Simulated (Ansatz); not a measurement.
**Molecular dynamics of C$_{3}$H$_{6}$AlClF$_{2}$ (part 3 of 3)**

C$_{3}$H$_{6}$AlClF$_{2}$; UKS BLYP/STO-3G (Ansatz 0.2.0). It belongs to a series of runs on one base structure; here: dynamics from the start.

Geometry of the input (Å):
```
C  -1.2689  0.0230  -1.0979
C  -0.8198  0.7986  0.1123
F  -1.6981  0.9134  1.1523
Cl 0.5097  -1.5806  2.4826
C  0.5945  1.0363  0.3615
Al 1.3079  -0.9165  0.6225
F  0.4903  -1.7640  -0.6330
H  -2.3521  -0.1990  -1.0950
H  -0.9584  0.5140  -2.0417
H  -0.5550  -0.9754  -0.9898
H  0.8227  1.6581  1.2461
H  1.1456  1.3559  -0.5438
H  2.8019  -0.8987  0.4386
```

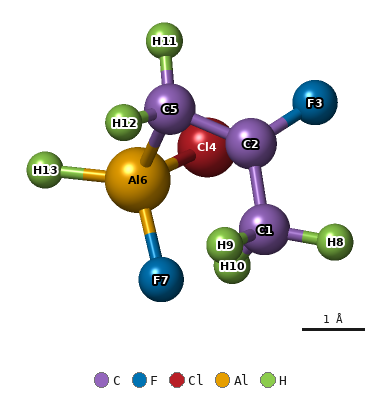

The geometry at step 92 of the log (ball-and-stick view, seen at a tilt; atoms are numbered from 1 in the order of the input).

**Trajectory as extended XYZ, continued**
```
13
Properties=species:S:1:pos:R:3:forces:R:3 step=65 time_fs=32.5 energy=-27425.78482 temperature=416.6
C    -1.1918   -0.1098   -1.0946   -0.1169   1.3980   0.0021
C    -0.8012    0.7525    0.1132   -0.9299  -0.3671  -0.7544
F    -1.7262    0.8200    1.1724    1.3766  -0.0519  -1.4328
Cl    0.5006   -1.5403    2.4874    0.1512   0.2597  -0.5141
C     0.6146    1.1354    0.3270   -1.3956  -1.0113  -1.1385
Al    1.2858   -0.7961    0.6162    1.2639   0.0008   0.7879
F     0.5525   -1.7140   -0.6327    0.6971  -1.0103   0.0252
H    -2.2766   -0.2138   -1.1872   -0.4573  -0.4543   0.1387
H    -0.7737    0.1869   -2.0968   -0.1229   0.6144   0.7612
H    -0.4899   -1.1129   -0.9400   -0.4229   0.0054   0.3072
H     0.6885    1.8005    1.1541    0.6234   0.9677   1.5298
H     1.0952    1.5442   -0.5911   -0.0901  -0.2887   0.1905
H     2.8092   -0.7769    0.4171   -0.5765  -0.0623   0.0971
13
Properties=species:S:1:pos:R:3:forces:R:3 step=68 time_fs=34.0 energy=-27425.67023 temperature=381.7
C    -1.1931   -0.1028   -1.0866   -1.1797   0.7047  -1.0906
C    -0.7970    0.7463    0.1177   -1.2894  -0.3429  -0.8610
F    -1.7301    0.8223    1.1773    1.5137  -0.0797  -1.5585
Cl    0.5018   -1.5354    2.4841    0.0089   0.1657  -0.3201
C     0.6092    1.1318    0.3202   -1.0144  -0.5315  -0.7272
Al    1.2766   -0.7978    0.6228    1.1656   0.2762   1.0431
F     0.5618   -1.7130   -0.6250    0.5409  -1.1646  -0.2494
H    -2.3290   -0.2239   -1.1509    1.3461  -0.1802   0.0472
H    -0.7468    0.1437   -2.1402   -0.7884   0.5510   1.9198
H    -0.4811   -1.1345   -0.9418   -0.5988   0.3540   0.4232
H     0.6769    1.8132    1.1513    0.6627   0.6231   1.0372
H     1.0875    1.5275   -0.6120   -0.1657  -0.3017   0.4109
H     2.7864   -0.7709    0.4891   -0.2014  -0.0739  -0.0745
13
Properties=species:S:1:pos:R:3:forces:R:3 step=71 time_fs=35.5 energy=-27425.58212 temperature=355.7
C    -1.1991   -0.0972   -1.0791   -1.6650  -0.0285  -1.1267
C    -0.7937    0.7415    0.1196   -1.7658  -0.2930  -0.7411
F    -1.7320    0.8225    1.1823    1.6325  -0.1006  -1.6661
Cl    0.5034   -1.5283    2.4792   -0.1601   0.0498  -0.0492
C     0.6004    1.1266    0.3113   -0.4352   0.7346   0.8161
Al    1.2690   -0.7998    0.6311    0.9479   0.4864   1.1347
F     0.5697   -1.7147   -0.6143    0.3492  -1.2393  -0.4743
H    -2.3609   -0.2349   -1.1217    2.1177   0.0004  -0.0576
H    -0.7397    0.1116   -2.1400   -0.9499   0.6839   1.9823
H    -0.4849   -1.1524   -0.9310   -0.6538   0.5990   0.4561
H     0.6860    1.8350    1.1838    0.4715  -0.5679  -0.5248
H     1.0784    1.5119   -0.6270   -0.1577  -0.2562   0.4754
H     2.7602   -0.7594    0.5627    0.2686  -0.0686  -0.2246
13
Properties=species:S:1:pos:R:3:forces:R:3 step=75 time_fs=37.5 energy=-27425.65860 temperature=396.8
C    -1.2122   -0.0926   -1.0750   -1.4886  -0.6831   0.4780
C    -0.7934    0.7358    0.1152   -2.1518  -0.0280  -0.2341
F    -1.7305    0.8258    1.1842    1.6720  -0.1538  -1.7620
Cl    0.5066   -1.5176    2.4680   -0.4202  -0.1232   0.4270
C     0.5853    1.1239    0.3034    0.0656   1.1758   1.7517
Al    1.2614   -0.8005    0.6425    0.7921   0.5795   0.8660
F     0.5830   -1.7195   -0.6032   -0.0211  -1.0675  -0.6223
H    -2.3499   -0.2276   -1.0996    1.4568  -0.0841  -0.1663
H    -0.7603    0.0848   -2.0780   -0.3253   1.0899   0.2890
H    -0.5080   -1.1491   -0.9022   -0.4916   0.4869   0.3995
H     0.7144    1.8268    1.2119    0.1636  -1.0597  -1.3260
H     1.0609    1.4981   -0.6299    0.0385  -0.1329   0.2323
H     2.7351   -0.7547    0.6408    0.7102   0.0002  -0.3328
13
Properties=species:S:1:pos:R:3:forces:R:3 step=78 time_fs=39.0 energy=-27425.72442 temperature=384.5
C    -1.2252   -0.0941   -1.0687   -0.3293  -0.8655   2.3305
C    -0.7986    0.7314    0.1105   -2.0477   0.3219   0.3456
F    -1.7280    0.8292    1.1831    1.5680  -0.1891  -1.7203
Cl    0.5085   -1.5110    2.4608   -0.5941  -0.2310   0.7724
C     0.5737    1.1233    0.3024    0.1068   0.5357   0.9779
Al    1.2557   -0.8014    0.6496    1.0348   0.5371   0.5380
F     0.5958   -1.7251   -0.5978   -0.3523  -0.8284  -0.6571
H    -2.3053   -0.2184   -1.0835   -0.6080  -0.3775  -0.2366
H    -0.7907    0.0911   -2.0165    0.5725   1.4201  -1.7749
H    -0.5364   -1.1312   -0.8768   -0.2191   0.1628   0.2735
H     0.7385    1.7934    1.1900    0.0793  -0.4421  -0.5624
H     1.0506    1.4882   -0.6275    0.1414  -0.1219   0.0656
H     2.7329   -0.7661    0.6737    0.6478   0.0779  -0.3522
13
Properties=species:S:1:pos:R:3:forces:R:3 step=82 time_fs=41.0 energy=-27425.67297 temperature=385.2
C    -1.2394   -0.0997   -1.0512    1.6865  -0.5899   1.9910
C    -0.8120    0.7263    0.1012   -1.2967   1.0535   1.2750
F    -1.7185    0.8346    1.1756    1.1429  -0.2021  -1.3570
Cl    0.5111   -1.5021    2.4552   -0.7968  -0.3486   1.1878
C     0.5585    1.1282    0.3019   -0.1244  -0.9218  -1.1700
Al    1.2495   -0.8024    0.6592    1.7787   0.3434  -0.1407
F     0.6090   -1.7360   -0.5979   -0.6027  -0.4165  -0.4029
H    -2.2685   -0.2214   -1.0661   -3.0688  -0.6577  -0.2865
H    -0.8134    0.1470   -1.9815    0.6919   1.1846  -2.0407
H    -0.5855   -1.1051   -0.8333    0.3066  -0.3691  -0.1010
H     0.7567    1.7365    1.1569    0.2474   0.9388   1.1999
H     1.0520    1.4816   -0.6283    0.0501  -0.2096   0.2012
H     2.7583   -0.8024    0.6975   -0.0149   0.1951  -0.3561
13
Properties=species:S:1:pos:R:3:forces:R:3 step=85 time_fs=42.5 energy=-27425.78700 temperature=429.9
C    -1.2460   -0.1050   -1.0344    0.6473  -0.1271  -0.7485
C    -0.8238    0.7258    0.0960   -0.7089   1.5067   1.7738
F    -1.7096    0.8354    1.1701    0.6967  -0.1614  -0.9000
Cl    0.5121   -1.4965    2.4514   -0.9310  -0.4419   1.4785
C     0.5455    1.1303    0.3007    0.1869  -0.9396  -1.4868
Al    1.2473   -0.8029    0.6672    2.3125   0.2199  -0.7001
F     0.6162   -1.7445   -0.5993   -0.6253  -0.1732  -0.1188
H    -2.3091   -0.2292   -1.0610   -1.4214  -0.3996  -0.2198
H    -0.8189    0.2195   -2.0075   -0.2168   0.1587   0.1425
H    -0.6184   -1.1009   -0.7997    0.6283  -0.5540  -0.4632
H     0.7734    1.7171    1.1623    0.1100   0.9850   1.2519
H     1.0605    1.4882   -0.6240   -0.1228  -0.3309   0.3538
H     2.7844   -0.8179    0.7129   -0.5554   0.2575  -0.3634
13
Properties=species:S:1:pos:R:3:forces:R:3 step=88 time_fs=44.0 energy=-27425.71077 temperature=336.2
C    -1.2535   -0.1089   -1.0186   -0.9615  -0.0001  -2.6624
C    -0.8325    0.7277    0.0930   -0.2619   1.6603   1.8958
F    -1.7005    0.8345    1.1645    0.2693  -0.0726  -0.3875
Cl    0.5148   -1.4907    2.4464   -1.0659  -0.5558   1.7766
C     0.5355    1.1318    0.2962    0.7456  -0.1656   0.1111
Al    1.2487   -0.8028    0.6754    2.6441   0.2216  -1.1983
F     0.6234   -1.7512   -0.6012   -0.6359  -0.0060   0.0958
H    -2.3746   -0.2301   -1.0473    0.7918  -0.1197  -0.1572
H    -0.8204    0.2844   -2.0305   -0.8506  -0.7387   1.6140
H    -0.6318   -1.1175   -0.7798    0.6836  -0.3357  -0.6948
H     0.7899    1.7339    1.1884   -0.3683   0.0794  -0.0259
H     1.0739    1.4876   -0.6054   -0.0901  -0.2603   0.0075
H     2.8052   -0.8278    0.7237   -0.9001   0.2930  -0.3747
13
Properties=species:S:1:pos:R:3:forces:R:3 step=92 time_fs=46.0 energy=-27425.50421 temperature=348.9
C    -1.2678   -0.1115   -1.0093   -1.8042  -0.2465  -2.8296
C    -0.8481    0.7335    0.0968    0.7089   1.2782   0.7612
F    -1.6865    0.8358    1.1508   -0.7002   0.1051   0.8326
Cl    0.5176   -1.4822    2.4421   -1.2143  -0.6966   2.0836
C     0.5250    1.1288    0.2921    0.9176   0.5187   2.4420
Al    1.2525   -0.8002    0.6855    2.5753   0.3459  -1.6676
F     0.6315   -1.7591   -0.6031   -0.6826   0.1457   0.2736
H    -2.4327   -0.2277   -1.0139    2.0370  -0.0290  -0.2313
H    -0.8526    0.3430   -2.0227   -0.9465  -1.2103   1.8505
H    -0.6205   -1.1587   -0.7727    0.4792   0.3843  -0.8520
H     0.7851    1.7698    1.2199   -0.7771  -0.9206  -1.3094
H     1.0874    1.4843   -0.5622    0.2583   0.0351  -0.9624
H     2.8055   -0.8284    0.7345   -0.8513   0.2900  -0.3911
13
Properties=species:S:1:pos:R:3:forces:R:3 step=95 time_fs=47.5 energy=-27425.57916 temperature=433.4
C    -1.2863   -0.1120   -1.0102   -1.3674  -0.7246  -1.0481
C    -0.8578    0.7381    0.1013    1.4231   0.7735  -0.4261
F    -1.6747    0.8388    1.1410   -1.5202   0.2425   1.8974
Cl    0.5183   -1.4764    2.4401   -1.2775  -0.7720   2.2033
C     0.5195    1.1290    0.2947    0.9839   0.4885   2.5471
Al    1.2612   -0.7961    0.6929    1.8318   0.4342  -1.9436
F     0.6349   -1.7622   -0.6052   -0.6492   0.2795   0.4019
H    -2.4329   -0.2307   -0.9887    1.5558  -0.0955  -0.3302
H    -0.8967    0.3617   -1.9586   -0.4393  -0.7820   0.3114
H    -0.5977   -1.1825   -0.7817    0.2620   0.8204  -0.8299
H     0.7754    1.7786    1.2168   -0.7974  -0.9583  -1.2349
H     1.1050    1.4828   -0.5410    0.2183   0.0527  -1.1489
H     2.7795   -0.8063    0.7448   -0.2239   0.2410  -0.3995
13
Properties=species:S:1:pos:R:3:forces:R:3 step=99 time_fs=49.5 energy=-27425.53783 temperature=312.8
C    -1.3130   -0.1158   -1.0094   -0.1707  -1.6435   1.9521
C    -0.8610    0.7425    0.1028    1.5515   0.1811  -1.1383
F    -1.6647    0.8447    1.1333   -2.1192   0.3737   2.7161
Cl    0.5198   -1.4704    2.4404   -1.2622  -0.8158   2.2093
C     0.5122    1.1303    0.3049    1.4617  -0.2856  -0.2728
Al    1.2729   -0.7916    0.6987    0.7605   0.4283  -2.2043
F     0.6386   -1.7637   -0.6107   -0.5094   0.4785   0.5753
H    -2.4094   -0.2500   -0.9615    0.0435  -0.2311  -0.3564
H    -0.9478    0.3727   -1.8642    0.5269   0.4675  -2.6904
H    -0.5664   -1.1835   -0.8009   -0.0140   0.9760  -0.7389
H     0.7568    1.7432    1.1780   -0.3697   0.2591   0.4450
H     1.1314    1.4775   -0.5527   -0.5421  -0.3505  -0.1269
H     2.7488   -0.7401    0.7466    0.6432   0.1623  -0.3699
13
Properties=species:S:1:pos:R:3:forces:R:3 step=102 time_fs=51.0 energy=-27425.49115 temperature=314.7
C    -1.3288   -0.1238   -1.0031    1.5908  -1.0341   1.5373
C    -0.8611    0.7456    0.1049    1.4981  -0.1524  -1.5321
F    -1.6621    0.8475    1.1279   -2.4401   0.4729   3.1712
Cl    0.5200   -1.4661    2.4427   -1.1784  -0.7941   2.0989
C     0.5085    1.1307    0.3127    1.4792  -1.0021  -2.1628
Al    1.2816   -0.7894    0.6995   -0.0584   0.2699  -2.3079
F     0.6418   -1.7620   -0.6188   -0.3213   0.6583   0.7081
H    -2.3918   -0.2857   -0.9458   -1.0956  -0.3515  -0.2618
H    -0.9728    0.3862   -1.8576    0.2781   0.3448  -2.4699
H    -0.5398   -1.1514   -0.8305   -0.2081   0.7274  -0.5647
H     0.7389    1.7251    1.1586    0.0283   1.1677   1.6261
H     1.1353    1.4618   -0.5699   -0.8569  -0.4582   0.4746
H     2.7287   -0.6910    0.7307    1.2843   0.1511  -0.3168
13
Properties=species:S:1:pos:R:3:forces:R:3 step=105 time_fs=52.5 energy=-27425.63725 temperature=438.7
C    -1.3426   -0.1330   -0.9976    2.6270   0.3759  -0.5096
C    -0.8615    0.7489    0.1035    1.2975  -0.2674  -1.4748
F    -1.6626    0.8541    1.1275   -2.4263   0.4960   3.1476
Cl    0.5192   -1.4615    2.4453   -1.0517  -0.7436   1.9182
C     0.5105    1.1300    0.3194    1.1253  -1.1505  -2.4009
Al    1.2883   -0.7870    0.6963   -0.1928   0.1633  -2.2212
F     0.6448   -1.7573   -0.6263   -0.1406   0.7940   0.7407
H    -2.4002   -0.3334   -0.9309   -1.0131  -0.3275  -0.1762
H    -0.9997    0.4107   -1.9045   -0.5355  -0.6327  -0.5230
H    -0.5043   -1.1014   -0.8685   -0.4239   0.2816  -0.3705
H     0.7260    1.7260    1.1686    0.1262   1.2081   1.5085
H     1.1132    1.4407   -0.5857   -0.6782  -0.3032   0.6296
H     2.7316   -0.6430    0.7060    1.2861   0.1061  -0.2684
13
Properties=species:S:1:pos:R:3:forces:R:3 step=109 time_fs=54.5 energy=-27425.76769 temperature=477.8
C    -1.3487   -0.1443   -0.9912    1.8532   1.3775  -2.6242
C    -0.8573    0.7554    0.0966    0.7692  -0.1634  -0.7297
F    -1.6691    0.8660    1.1294   -1.8965   0.4409   2.4534
Cl    0.5155   -1.4565    2.4489   -0.8711  -0.6562   1.6395
C     0.5228    1.1287    0.3232    0.2380  -0.1110   0.4960
Al    1.2962   -0.7892    0.6882    0.5369   0.2334  -1.8918
F     0.6514   -1.7447   -0.6331    0.0390   0.7998   0.6117
H    -2.4274   -0.4009   -0.9276    0.2825  -0.0516  -0.0097
H    -1.0547    0.4137   -1.9853   -0.9308  -1.2931   1.3744
H    -0.4698   -1.0285   -0.9228   -0.5120  -0.4185  -0.0778
H     0.7116    1.7635    1.2394   -0.1742  -0.3369  -0.9476
H     1.0671    1.4109   -0.5885    0.2240   0.2453  -0.0898
H     2.7678   -0.5793    0.6808    0.4418  -0.0662  -0.2044
13
Properties=species:S:1:pos:R:3:forces:R:3 step=112 time_fs=56.0 energy=-27425.70782 temperature=464.0
C    -1.3487   -0.1517   -0.9925    1.4897   1.6119  -3.1182
C    -0.8488    0.7561    0.0874   -0.0365   0.0196   0.2500
F    -1.6771    0.8733    1.1334   -1.1427   0.3246   1.4827
Cl    0.5113   -1.4550    2.4506   -0.7615  -0.6163   1.4935
C     0.5356    1.1265    0.3284   -0.6877   0.1340   1.9555
Al    1.3000   -0.7919    0.6846    1.4146   0.4441  -1.6552
F     0.6566   -1.7312   -0.6365    0.1265   0.7205   0.4584
H    -2.4241   -0.4468   -0.9379    0.5267  -0.0111   0.2300
H    -1.1125    0.3877   -2.0188   -0.7159  -1.1251   1.6788
H    -0.4397   -0.9774   -0.9570   -0.5459  -0.9119   0.0612
H     0.6956    1.7952    1.2681   -0.1603  -0.9563  -1.8208
H     1.0407    1.3932   -0.5808    0.9262   0.6306  -0.8901
H     2.8092   -0.5401    0.6536   -0.4329  -0.2645  -0.1259
13
Properties=species:S:1:pos:R:3:forces:R:3 step=116 time_fs=58.0 energy=-27425.81049 temperature=449.1
C    -1.3457   -0.1613   -1.0015    1.6289   1.2702  -1.9673
C    -0.8377    0.7531    0.0760   -1.0118   0.1676   1.4156
F    -1.6906    0.8832    1.1439   -0.0856   0.1156   0.1323
Cl    0.5052   -1.4517    2.4558   -0.6273  -0.5630   1.3036
C     0.5516    1.1255    0.3375   -1.2310  -0.2383   0.4548
Al    1.3044   -0.7961    0.6822    1.7618   0.6697  -1.3798
F     0.6586   -1.7117   -0.6392    0.2356   0.4764   0.2559
H    -2.3875   -0.4978   -0.9456   -0.1820  -0.2629   0.5908
H    -1.2029    0.3351   -2.0021   -0.0851  -0.1847   0.3696
H    -0.4129   -0.9472   -0.9960   -0.5852  -1.0791   0.2091
H     0.6582    1.8036    1.2426    0.2119  -0.4926  -1.1367
H     1.0360    1.3839   -0.6045    0.7586   0.5437  -0.2286
H     2.8274   -0.5050    0.6143   -0.7887  -0.4227  -0.0193
13
Properties=species:S:1:pos:R:3:forces:R:3 step=119 time_fs=59.5 energy=-27425.78217 temperature=442.2
C    -1.3400   -0.1668   -1.0136    1.9159   0.4274   0.0134
C    -0.8314    0.7515    0.0666   -1.5995   0.1736   2.0001
F    -1.7050    0.8892    1.1521    0.6738  -0.0519  -0.8069
Cl    0.4997   -1.4503    2.4613   -0.4941  -0.4867   1.0718
C     0.5606    1.1237    0.3417   -1.2168  -0.6451  -1.5905
Al    1.3074   -0.7987    0.6776    1.5587   0.7734  -1.0276
F     0.6595   -1.6980   -0.6394    0.2592   0.1570   0.0445
H    -2.3508   -0.5298   -0.9447   -0.9879  -0.5591   0.8794
H    -1.2716    0.2917   -1.9755    0.4128   0.9198  -1.6326
H    -0.4054   -0.9604   -1.0196   -0.6328  -0.7526   0.2882
H     0.6316    1.8006    1.2043    0.4583   0.2814  -0.0055
H     1.0526    1.4013   -0.6255    0.2543   0.2088   0.7237
H     2.8164   -0.4939    0.5804   -0.6020  -0.4461   0.0419
```

**Key numbers**

| quantity | value |
| --- | --- |
| outcome | finished |
| mean temperature over the second half | 400 K |
| trajectory | 119 steps, 59.5 fs |
| ensemble | nvt_langevin |
| temperature in the input | 700.0 K |
| time step | 0.5 fs |
| potential energy (last step) | −27425.7825 eV |
| mean-field energy (last step) | −27425.7825 eV |
| largest force (length of the vector) (last step) | 2.567 eV/Å |
| hardware | 1 thread of Arm Neoverse V2, 24 GiB of memory available, shared host |
| wall time | 9.3 min |
| peak memory | 0.13 GiB |

**Notes**

So short a trajectory is not equilibrated. The logged temperature at the start can lie below the typed one, since it is counted over all degrees of freedom. The temperature stays far from the 700 K of the thermostat over the second half: the run isn't equilibrated.
